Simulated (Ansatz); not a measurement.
## GaN under a change: x(Sb) = 0.5, 4 atoms, R3m

Consider GaN in the zinc blende structure (space group F-43m, No. 216; a = 4.498 Å).

The other end (x = 1) is GaSb in the zinc blende structure (space group F-43m, No. 216): 28.84 Å³/atom, gap 0.41 eV.

Perturbation: Sb replaces 50.0 % of the N, ordered in a cell of 4 atoms (starting symmetry R3m) and fully relaxed.

The values are results of Ansatz (a program for electronic structure) r2SCAN, without spin-orbit coupling, earlier PAW set, not measurements. k-mesh 15×15×15 (Γ-centred); smearing 0.05 eV (Fermi–Dirac), for the changed cell.

```json
[
 {"quantity": "volume per atom", "base": "11.38 Å³", "changed": "19.30 Å³", "shift": "+7.927 Å³"},
 {"quantity": "density", "base": "6.11 g/cm³", "changed": "5.92 g/cm³", "shift": "-0.19 g/cm³"},
 {"quantity": "band gap", "base": "2.17 eV", "changed": "zero", "shift": "–"},
 {"quantity": "mixing energy (to 0.01 eV only: unlike meshes or grids)", "base": "–", "changed": "+0.60 eV/atom", "shift": "–"},
 {"quantity": "deviation of the volume from the linear (Vegard-type) interpolation", "base": "–", "changed": "-4.0 %", "shift": "–"},
 {"quantity": "mean first-shell distances", "base": "–", "changed": "N–Ga 2.121 Å (end compound 1.948 Å), Sb–Ga 2.596 Å (end compound 2.656 Å)", "shift": "–"}
]
```

Final structure:

```
CELL_PARAMETERS angstrom
      1.85099     1.06867     6.50591
     -1.85099     1.06867     6.50591
      0.00000    -2.13734     6.50591
ATOMIC_POSITIONS crystal
  Sb 0.12021 0.12021 0.12021
  N  0.62396 0.62396 0.62396
  Ga 0.98066 0.98066 0.98066
  Ga 0.52517 0.52517 0.52517
```

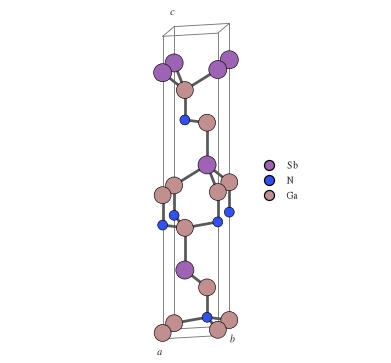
Figure: The relaxed conventional cell after the change

Cost of the whole job for the changed cell (relaxation, final SCF and bands): very roughly 30 core-minutes.

Each cell is one ordered arrangement of few atoms, which overstates ordering effects compared with a random alloy. Spin-orbit coupling, missing from the scalar runs, can matter with Sb. Stability against distortions was not tested. The final runs are not spin-polarised. This is not the structure that GaN has at room temperature and ambient pressure.
